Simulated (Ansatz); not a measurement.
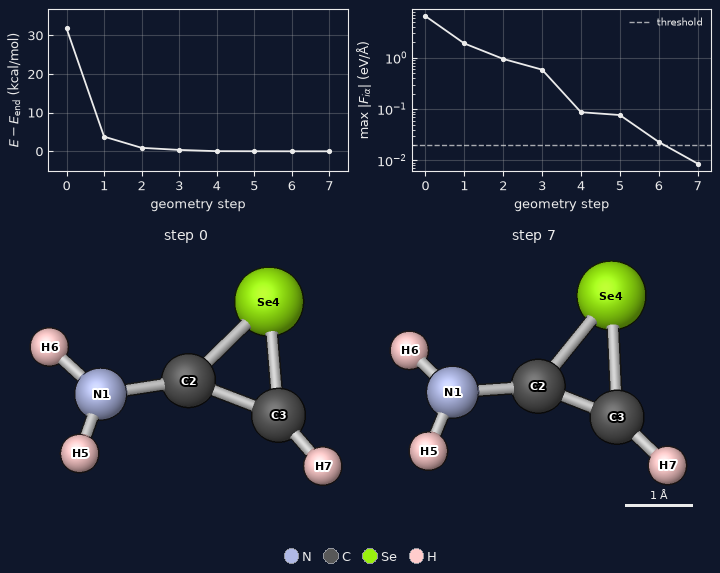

First and last geometry of a relaxation of C2H3NSe, with the history of the run. The picture is a ball-and-stick view, seen at a tilt.

The run prepares the start of a later molecular dynamics calculation, from a guessed geometry.

Computed with RKS BHLYP/def2-SVPD (Ansatz 0.2.0). Set-up: no spin polarisation; force threshold 0.02 eV/Å; at most 40 steps.

Question: What do the curves and the structures tell?

Answer: It converged. After 7 geometry steps the energy has fallen by 31.8 kcal/mol. The largest force component goes from 6.5 to 0.0087 eV/Å. The largest move after the best rigid fit is that of H6, 0.20 Å. By element the largest moves are H 0.20 Å, C 0.16 Å, Se 0.14 Å, N 0.09 Å. Some distances before and after: C2–C3 1.455 → 1.278 Å, C3–Se4 1.855 → 2.012 Å, C2–Se4 1.837 → 1.948 Å, N1–H6 1.089 → 1.001 Å. Among the angles between lasting bonds that change: N1–C2–Se4 145.6° → 134.8°, Se4–C3–H7 145.7° → 136.7°, C2–Se4–C3 46.4° → 37.6°. Cost: 38 s on 2 threads of Arm Neoverse N1, on a shared host, peak memory 0.27 GiB.
